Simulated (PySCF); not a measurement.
H2S, SMILES `S`.

PySCF calculation, PBE0/def2-TZVP, gas phase; geometry: GFN2-xTB. No frequency check shows the geometry to be a minimum. GFN2-xTB bond lengths at metals and heavier atoms can be off by up to 0.1 Å and shapes distorted, which carries into these values.

Input script:

```python
import numpy as np
from pyscf import gto, scf, dft
from pyscf.scf import atom_ks, atom_hf
from scipy.linalg import block_diag

def solve(mol, dm0=None, hcore=None):
    mf = (dft.UKS if mol.spin else dft.RKS)(mol, xc='pbe0')
    mf.grids.level = 3
    mf = mf.density_fit(auxbasis='def2-universal-jkfit')
    mf.conv_tol, mf.max_cycle = 1e-8, 80
    if hcore is not None:
        mf.get_hcore = lambda *args: hcore
    mf.kernel(dm0)
    if not mf.converged:
        mf = mf.newton().run(mf.mo_coeff, mf.mo_occ, max_cycle=30)
    assert mf.converged, 'SCF not converged'
    return mf

mol = gto.M(atom='''
S      0.00000    -0.10207     0.00000
H      0.95743     0.81655     0.00000
H     -0.95740     0.81657     0.00000
''', basis='def2-tzvp', charge=0, spin=0, verbose=4)
mf = solve(mol)
mf.analyze()
# spherically averaged free atoms, for the promolecule
atm = atom_ks.get_atm_nrks(mol, xc='pbe0')
pro = block_diag(*[(atm[a[0]][2] * atm[a[0]][3]) @ atm[a[0]][2].T for a in mol._atom])
np.savez('result.npz', e=mf.e_tot, c=mf.mo_coeff, occ=mf.mo_occ, eps=mf.mo_energy, pro=pro, dip=mf.dip_moment(verbose=0), s2=mf.spin_square()[0])
```

Command:

```sh
OMP_NUM_THREADS=1 python input.py
```

The run took 3 s on 1 thread of Intel(R) Xeon(R) Platinum 8259CL CPU @ 2.50GHz (Skylake/Cascade Lake), on a shared host, peak memory 0.18 GiB.

Partitions, critical points and surface values were worked out afterwards from this run's density.

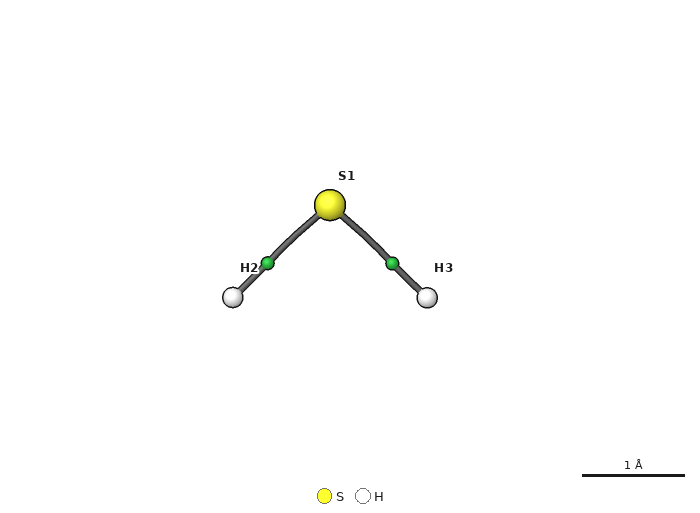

Molecular graph of the electron density (QTAIM): bond paths, bond critical points (green), ring points (magenta, if any); weak paths are dashed.

How many critical points of each kind are there, and does the count close?

3 nuclei, 2 bond, 0 ring and 0 cage critical points: 3 − 2 + 0 − 0 = 1, as the Poincaré–Hopf relation requires.

Tabulate density, Laplacian, ellipticity and energy density at the bond critical points (atomic units).

| bond | length (Å) | ρ (a.u.) | ∇²ρ (a.u.) | ε | H (a.u.) |
| --- | --- | --- | --- | --- | --- |
| S1–H2 (2 alike) | 1.327 | 0.222 | −0.67 | 0.11 | −0.219 |

What kind of interaction is S1–H2?

Shared-shell (covalent): ρ = 0.222, ∇²ρ = −0.67, H = −0.219 a.u.
